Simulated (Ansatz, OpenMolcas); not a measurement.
## Si4H10 (SMILES [SiH3][SiH]([SiH3])[SiH3]): the HOMO–LUMO gap, rung by rung

Si4H10: 14 atoms, total charge 0, spin state singlet. As SMILES, `[SiH3][SiH]([SiH3])[SiH3]`. Geometry: relaxed at PBE0-D4/def2-TZVP.

Each level gives the HOMO–LUMO gap (eV). The values are calculated.

| level | kind | program | value (eV) |
| --- | --- | --- | --- |
| HF/6-31G* (spherical functions) | Hartree–Fock | OpenMolcas | 13.63 |
| BLYP/6-31G* (spherical functions) | GGA | Ansatz | 6.17 |
| r2SCAN/6-31G* (spherical functions) | meta-GGA | OpenMolcas | 6.70 |
| B3LYP/6-31G* (spherical functions) | global hybrid | OpenMolcas | 7.66 |
| M06-2X/6-31G* (spherical functions) | hybrid meta-GGA | OpenMolcas | 9.67 |
| HSE06/6-31G* (spherical functions) | range-separated hybrid | Ansatz | 7.27 |
| wB97X/6-31G* (spherical functions) | range-separated hybrid | Ansatz | 12.20 |
| PBE-QIDH/6-31G* (spherical functions) | double hybrid | Ansatz | 11.36 |

The values span 6.17 to 13.63 eV. Orbital gaps aren't excitation energies, and those of double hybrids come from the SCF part alone; they tend to grow with the share of exact exchange.

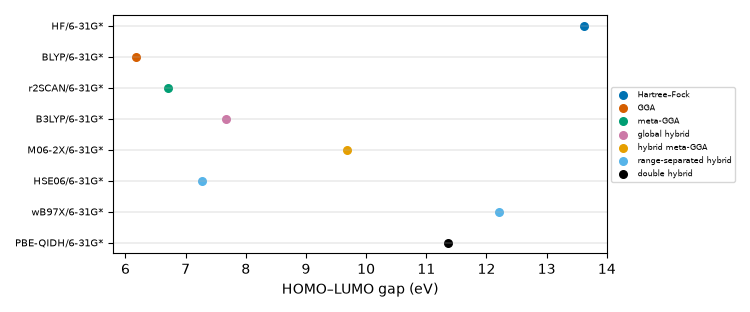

The values of the table, level by level.
